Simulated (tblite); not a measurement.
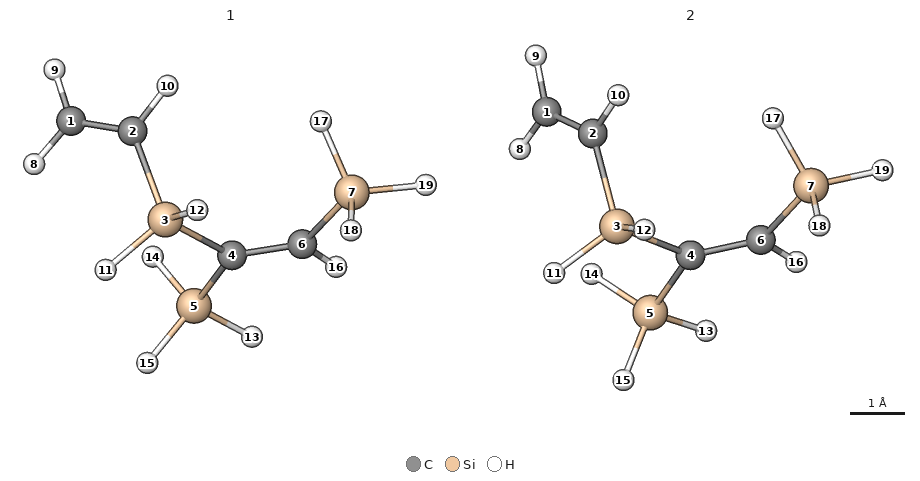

Two geometries of C4H12Si3, drawn at one scale. One is the start of a relaxation, the other its converged end. Style: ball-and-stick. Shown at a tilt.

All numbers below come from GFN2-xTB geometry optimisation, gas phase in tblite 0.8.0. 

Which of the two is the end point?

Answer. Structure 1 is the relaxed one. After 133 geometry steps the energy has fallen by 23.0 kJ/mol. H8 moves most after the best rigid fit: 0.86 Å. By element the largest moves are H 0.86 Å, C 0.37 Å, Si 0.22 Å. Some distances before and after: C2–Si3 1.843 → 1.884 Å, C4–Si5 1.862 → 1.894 Å, Si3–H12 1.489 → 1.468 Å, C1–C2 1.343 → 1.323 Å. Bond angles that change, for instance: Si3–C4–Si5 107.7° → 116.3°, Si3–C4–C6 128.5° → 123.2°, Si7–C6–H16 110.3° → 114.3°. Groups turn about C2–Si3 by about 20°.
